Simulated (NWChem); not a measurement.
# TeF2 (SMILES F[Te]F): levels of theory compared

We compute a comparison of 3 runs (HF/3-21G, B3LYP/STO-3G, PBE0/def2-SVP) of TeF2. 

Program for the calculation: NWChem 7.3.0.

### Step 1. The system as given

TeF2 has 3 atoms, charge 0, and is taken as a singlet. As SMILES, `F[Te]F`. Geometry: a GFN2-xTB relaxation, a rough one for these elements and not checked as a minimum.

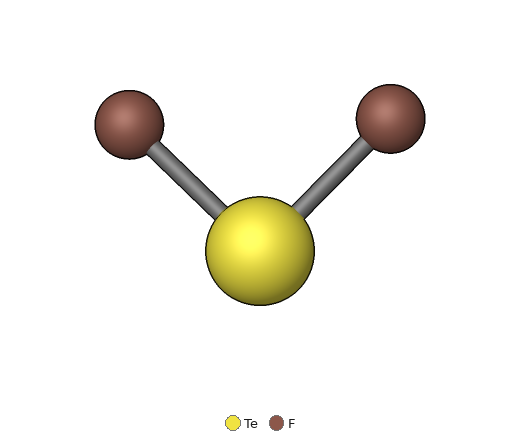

The structure, seen from a chosen angle (tellurium yellow, fluorine brown).

### Step 2. Energy and forces at HF/3-21G (run 1)

Input file f2te.xyz:

```xyz
3
TeF2
Te     0.004940    -0.008070    -0.919920
F      1.385420    -0.017500     0.467790
F     -1.390360     0.025580     0.452120
```

Input file run.py:

```python
from ase.io import read
from ase.calculators.nwchem import NWChem

system = read('f2te.xyz')

calc = NWChem(
    label='f2te',
    theory='scf',
    memory='2200 mb',
    basis='3-21G',
    basispar='spherical bse',
    scf={'nopen': '0', 'rhf': None, 'thresh': '1e-08', 'maxiter': '80'},
)
system.calc = calc

forces = system.get_forces()
e = system.get_potential_energy()
print(f"E = {e:.6f} eV")
print("forces (eV/A):")
for s, f in zip(system.symbols, forces):
    print(f"{s:2s} {f[0]:10.5f} {f[1]:10.5f} {f[2]:10.5f}")
print("dipole (e A):", system.get_dipole_moment().round(4))
```

The run is started by

```sh
$ export ASE_NWCHEM_COMMAND="nwchem PREFIX.nwi > PREFIX.nwo"
$ python run.py
```

What it wrote:

```text
E = -184506.049145 eV
forces (eV/A):
Te   -0.01013    0.02324    2.65852
F    -1.13370    0.00602   -1.33775
F     1.14388   -0.02931   -1.32078
dipole (e A): [ 0.0045 -0.0075 -0.8571]
```

The calculator wrote f2te.nwi:

```
title "f2te"

permanent_dir f2te

scratch_dir f2te

start f2te

geometry units angstrom nocenter noautosym noautoz
  Te 4.9399999999999999e-03 -8.0700000000000008e-03 -9.1991999999999996e-01
  F  1.3854200000000001e+00 -1.7500000000000002e-02 4.6778999999999998e-01
  F  -1.3903600000000000e+00 2.5579999999999999e-02 4.5212000000000002e-01
end

memory 2200 mb

basis spherical bse noprint
   * library 3-21G
end

scf
  nopen 0
  rhf
  thresh 1e-08
  maxiter 80
end

task scf gradient
```

f2te.nwo:

```text
Northwest Computational Chemistry Package (NWChem) 7.3.0
             --------------------------------------------------------

           Job information
           ---------------

    nwchem branch   = 7.3.0
    use scalapack   = T
    input           = f2te.nwi
    prefix          = f2te.
    data base       = f2te/f2te.db
    status          = startup
    nproc           =        1

           Memory information
           ------------------

    heap     =     72089598 doubles =      550.0 Mbytes
    stack    =     72089595 doubles =      550.0 Mbytes
    global   =    144179200 doubles =     1100.0 Mbytes (distinct from heap & stack)
    total    =    288358393 doubles =     2200.0 Mbytes
    verify   = yes
    hardfail = no

[... 114 lines left out ...]
 Convergence threshold     :          1.000E-08
[... 13 lines left out ...]
       Final RHF  results
[... 3 lines left out ...]
      One-electron energy =  -9876.422552318420
[... 1 line left out ...]
 Nuclear repulsion energy =    268.497635328684
[... 53 lines left out ...]
                       ROHF Final Molecular Orbital Analysis
[... 200 lines left out ...]
                                       f2te

  wavefunction    =   RHF

                         RHF ENERGY GRADIENTS

    atom               coordinates                        gradient
                 x          y          z           x          y          z
   1 Te      0.009335  -0.015250  -1.738397    0.000197  -0.000452  -0.051700
   2 F       2.618064  -0.033070   0.883995    0.022047  -0.000117   0.026015
   3 F      -2.627399   0.048339   0.854383   -0.022245   0.000570   0.025685

                 ----------------------------------------
                 |  Time  |  1-e(secs)   |  2-e(secs)   |
                 ----------------------------------------
                 |  CPU   |       0.00   |       0.55   |
                 ----------------------------------------
                 |  WALL  |       0.00   |       0.55   |
                 ----------------------------------------

 Task  times  cpu:        3.5s     wall:        3.5s
 Total times  cpu:        3.6s     wall:        3.6s
```

Run time: 4.8 s. Hardware: 1 thread of Intel Xeon Platinum 8488C (Sapphire Rapids), shared host; peak memory 0.096 GiB.

### Step 3. Energy and gradient at B3LYP/STO-3G (run 2)

Input file input.nw:

```
START input
TITLE "F2Te B3LYP"
memory stack 880 mb heap 220 mb global 1100 mb
charge 0

GEOMETRY units angstrom noautosym nocenter noautoz
   Te    0.004940   -0.008070   -0.919920
   F     1.385420   -0.017500    0.467790
   F    -1.390360    0.025580    0.452120
END

BASIS spherical bse
   Te library STO-3G
   F library STO-3G
END

DFT
   xc b3lyp
   grid xfine
   convergence energy 1e-08
   maxiter 100
   mulliken
   print medium
END

TASK dft gradient
```

The run is started by

```sh
$ nwchem input.nw > input.out
```

What it wrote:

```text
[...]
          Wavefunction type:  closed shell.
          No. of atoms     :     3
          No. of electrons :    70
[...]
          Charge           :     0
          Spin multiplicity:     1
[...]
          AO basis - number of functions:    37
[...]
              XC Information
              --------------
                         B3LYP Method XC Potential
                     Hartree-Fock (Exact) Exchange  0.200
                        Slater Exchange Functional  0.800 local
                    Becke 1988 Exchange Functional  0.720 non-local
              Lee-Yang-Parr Correlation Functional  0.810
                  VWN I RPA Correlation Functional  0.190 local
[...]
 d= 0,ls=0.0,diis     1  -6745.8091024345 -7.01D+03  5.81D-02  4.01D-01     0.6
[...]
 d= 0,ls=0.0,diis     7  -6745.9310382445 -4.96D-09  1.13D-06  7.62D-11     2.8
         Total DFT energy =    -6745.931038244478
      One electron energy =    -9843.236729844912
           Coulomb energy =     3021.420711331793
    Exchange-Corr. energy =     -192.612655060045
 Nuclear repulsion energy =      268.497635328685
[...]
      Total Density - Mulliken Population Analysis
     ---------------------------------------------
    Atom       Charge   Shell Charges
 -----------   ------   -------------------------------------------------------
    1 Te  52    51.66   2.00  2.00  6.00  2.00  6.00  2.00  5.99  1.86  3.82 10.00 10.00
    2 F    9     9.17   2.00  1.99  5.18
    3 F    9     9.17   2.00  1.99  5.18
[...]
  wavefunction    = closed shell
                         DFT ENERGY GRADIENTS
    atom               coordinates                        gradient
                 x          y          z           x          y          z
   1 Te      0.009335  -0.015250  -1.738397   -0.000265   0.000277   0.031443
   2 F       2.618064  -0.033070   0.883995   -0.012934   0.000064  -0.015747
   3 F      -2.627399   0.048339   0.854383    0.013199  -0.000342  -0.015696
[...]
```

Run time: 4.5 s. Hardware: 1 thread of Intel Xeon Platinum 8488C (Sapphire Rapids), shared host; peak memory 0.12 GiB.

### Step 4. Energy and gradient at PBE0/def2-SVP (core potential) (run 3)

Input file input.nw:

```
start input
memory total 2200 mb

geometry units atomic noautosym nocenter noautoz
   Te   0.00933525  -0.01525009  -1.73839686
   F    2.61806437  -0.03307021   0.88399498
   F   -2.62739961   0.04833919   0.85438298
end

basis spherical bse
   * library def2-SVP
end

ecp bse
   Te library def2-SVP
end

dft
   xc pbe0
   grid xfine
   convergence energy 1e-08
   iterations 100
   mulliken
   print medium
end

task dft gradient
```

The run is started by

```sh
$ nwchem input.nw > input.out
```

What it wrote:

```text
[...]
          Wavefunction type:  closed shell.
          No. of atoms     :     3
          No. of electrons :    42
[...]
          Charge           :     0
          Spin multiplicity:     1
[...]
          AO basis - number of functions:    54
[...]
              XC Information
              --------------
                         PBE0 Method XC Functional
                     Hartree-Fock (Exact) Exchange  0.250
          PerdewBurkeErnzerhof Exchange Functional  0.750
            Perdew 1991 LDA Correlation Functional  1.000 local
           PerdewBurkeErnz. Correlation Functional  1.000 non-local
[...]
 d= 0,ls=0.0,diis     1   -467.2258475181 -5.99D+02  3.45D-02  7.93D-01     1.1
[...]
 d= 0,ls=0.0,diis     9   -467.3318641654 -3.84D-10  2.61D-07  1.31D-10     8.0
         Total DFT energy =     -467.331864165411
      One electron energy =    -1009.205305561059
           Coulomb energy =      451.173293534207
    Exchange-Corr. energy =      -41.535571431069
 Nuclear repulsion energy =      132.235719292510
[...]
      Total Density - Mulliken Population Analysis
     ---------------------------------------------
    Atom       Charge   Shell Charges
 -----------   ------   -------------------------------------------------------
    1 Te  24    23.19   0.28  1.77  1.41  0.47  3.13  2.90  1.87  1.17  9.83  0.36
    2 F    9     9.41   1.99  1.13  0.85  3.29  2.15  0.00
    3 F    9     9.41   1.99  1.13  0.85  3.29  2.15  0.00
[...]
  wavefunction    = closed shell
                         DFT ENERGY GRADIENTS
    atom               coordinates                        gradient
                 x          y          z           x          y          z
   1 Te      0.009335  -0.015250  -1.738397    0.000073  -0.000244  -0.027982
   2 F       2.618064  -0.033070   0.883995    0.007004   0.000013   0.014069
   3 F      -2.627400   0.048339   0.854383   -0.007076   0.000231   0.013913
[...]
```

Run time: 10 s. Hardware: 1 thread of Intel Xeon Platinum 8488C (Sapphire Rapids), shared host; peak memory 0.12 GiB.

### Step 5. The series

| run | level | iteration cap | module | energy (Eh) | dipole moment (D) | HOMO energy (eV) | LUMO energy (eV) | wall time |
| --- | --- | --- | --- | --- | --- | --- | --- | --- |
| 1 | HF/3-21G | 80 | scf | -6780.472299 | 4.12 | -9.33 | 0.89 | 4.8 s |
| 2 | B3LYP/STO-3G | 100 | dft | -6745.931038 | 0.22 | -2.99 | 1.51 | 4.5 s |
| 3 | PBE0/def2-SVP (core potential) | 100 | dft | -467.331864 | 3.54 | -6.74 | -3.09 | 10 s |

### Step 6. What came out

```
                       quantity          value
            run 3: total energy  -467.33186 Eh
           run 3: dipole moment         3.54 D
             run 3: HOMO energy       -6.74 eV
             run 3: LUMO energy       -3.09 eV
           run 3: HOMO–LUMO gap        3.65 eV
run 3: largest force on an atom     1.439 eV/Å
```

**Reading.** The dipole moment (its size) runs from 0.22 D (B3LYP/STO-3G) to 4.12 D (HF/3-21G). The two ends differ in method and basis. The HOMO–LUMO gap runs from 3.65 eV (PBE0/def2-SVP) to 10.22 eV (HF/3-21G). The two ends differ in method and basis and core potential. Totals of different functionals can't be ranked against each other. Some runs of one species differ in core potentials or relativity; totals across that change don't compare. In run 2 the basis is minimal, so the values are rough. In runs 1, 2 relativity is left out where basis or elements ask for it. All runs together took 20 s, the longest 10 s.
